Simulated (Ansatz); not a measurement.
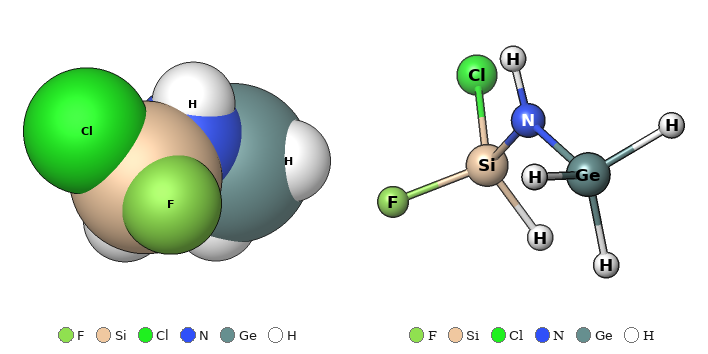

Both panels show the same species.

The geometry was computed by an optimisation with PBE0-D4/def2-TZVP. No frequency run is at hand to confirm it as a minimum.

> Which formula does it have?

ClFGeH₅NSi, 10 atoms: 1 chlorine, 1 fluorine, 1 germanium, 5 hydrogen, 1 nitrogen and 1 silicon.

> How many sets of symmetry-equivalent atoms are there?

10: 1 F, 1 Si, 1 Cl, 1 N, 1 Ge, 1 H, 1 H, 1 H, 1 H, 1 H.

> Count the bonded pairs by element.

3 Ge–H, 1 F–Si, 1 Cl–Si, 1 N–Si, 1 Ge–N, 1 Si–H, 1 N–H.

> Name some functional groups or characteristic bonds that it holds.

Among them: Si–H bond, Si–N bond.

> Give a SMILES string for it.

F[Si@@H](Cl)[NH][GeH3]

The parts below concern this one geometry. Atoms keep their numbers from picture to picture.

**Levels of theory compared**

No frequency run is at hand to confirm it as a minimum. Program: Ansatz 0.2.0.

Tabulate HOMO–LUMO gap (eV) at these levels: B3LYP-D4/def2-TZVPP; PBE-D4/def2-TZVPP; PBE0-D4/def2-TZVPP; r2SCAN-D4/def2-TZVPP; ωB97M-V/def2-TZVPP; ωB97X-V/def2-TZVPP.

```
               level  HOMO–LUMO gap (eV)
 B3LYP-D4/def2-TZVPP                7.62
   PBE-D4/def2-TZVPP                5.88
  PBE0-D4/def2-TZVPP                8.12
r2SCAN-D4/def2-TZVPP                6.58
  ωB97M-V/def2-TZVPP               12.10
  ωB97X-V/def2-TZVPP               12.52
```

**Dipole moment**

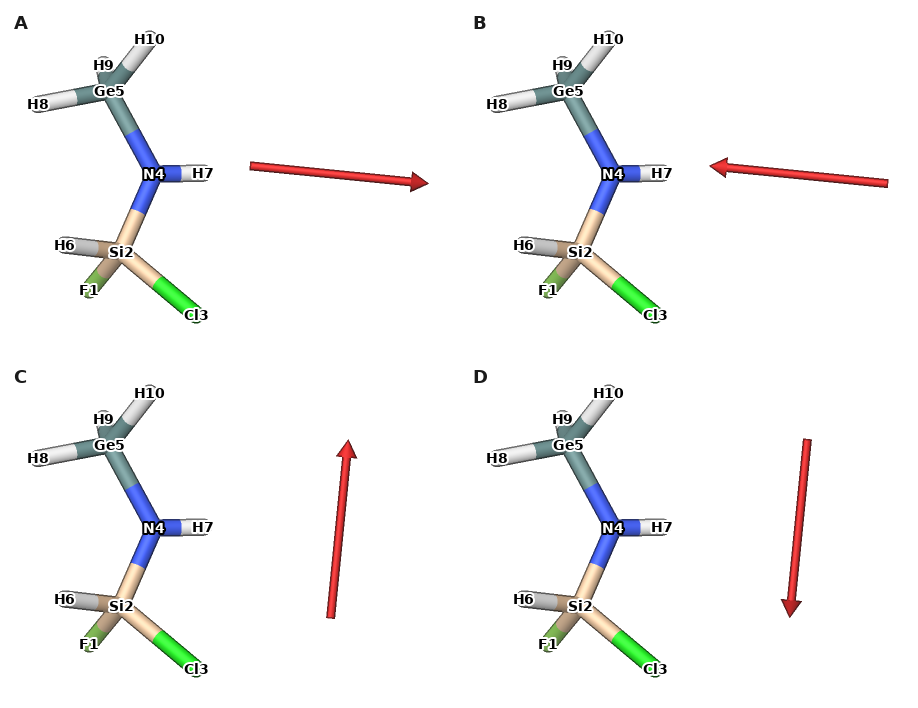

The same molecule four times, each with an arrow. No frequency run is at hand to confirm it as a minimum. Level of theory: RKS B3LYP-D4/def2-TZVPP (Ansatz 0.2.0).

> Which arrow points along the dipole moment, from the negative to the positive end?

C. The dipole moment is 2.54 D; it points from the side of Cl3 to the side of H10 (the outermost atoms at the two ends).

**Charges**

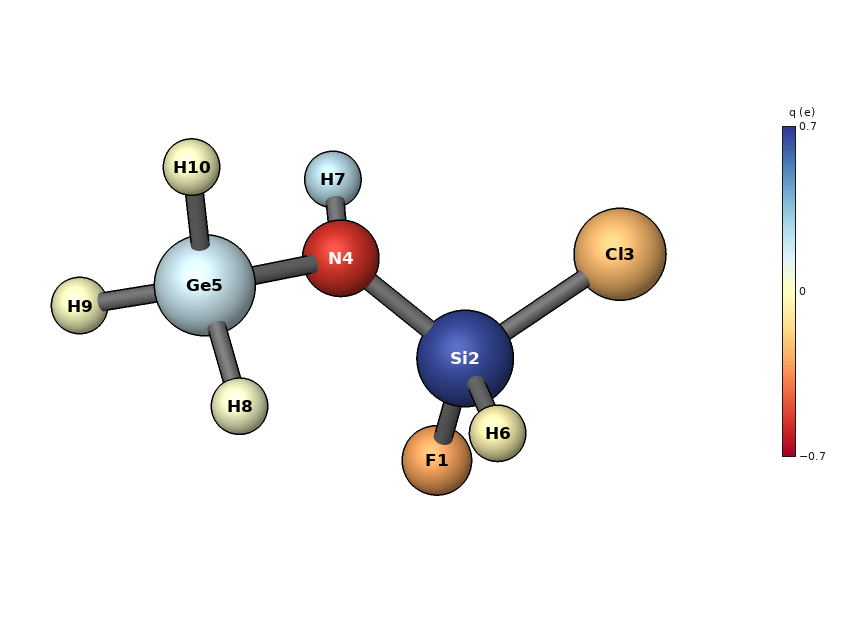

Atoms are coloured by their Mulliken charges. No frequency run is at hand to confirm it as a minimum. Properties computed with RKS PBE0-D4/def2-TZVP (Ansatz 0.2.0).

> Which atom carries the highest charge (most positive or least negative)?

Si2 (0.65 e).

> And the lowest?

N4 (−0.55 e).

Give the Mulliken charges atom by atom.

```
atom  value (e)
  F1      −0.30
 Si2       0.65
 Cl3      −0.24
  N4      −0.55
 Ge5       0.19
  H6      −0.04
  H7       0.24
  H8       0.02
  H9       0.01
 H10       0.01
```

Mulliken values depend strongly on the basis set and can even reverse the polarity of a bond.
